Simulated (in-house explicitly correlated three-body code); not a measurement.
Two electrons around a point charge Z = 17.42. Computed variationally in 260 exponentially correlated functions with an in-house code, non-relativistic, converged to about 10⁻⁸ of the energy. Wanted, and plotted below: the distribution of the distance r₁₂ between the electrons in the ground state (one pair, times 4πr₁₂²) and its difference from that of the Kohn-Sham determinant with the same density, the Coulomb hole.

The pair density peaks near r₁₂ = 0.099 bohr, and ⟨r₁₂⟩ = 0.1290 bohr. Correlation takes weight from short distances: the hole is deepest (−0.086 bohr⁻¹) near 0.050 bohr and first changes sign near 0.10 bohr, moving 0.50 % of the pair outwards. The mean cosine of the angle between the electrons is −0.00764, and the density-functional correlation energy is −46.09 millihartree.

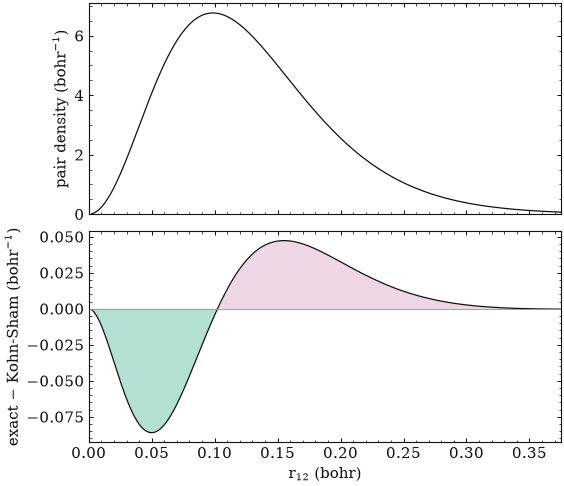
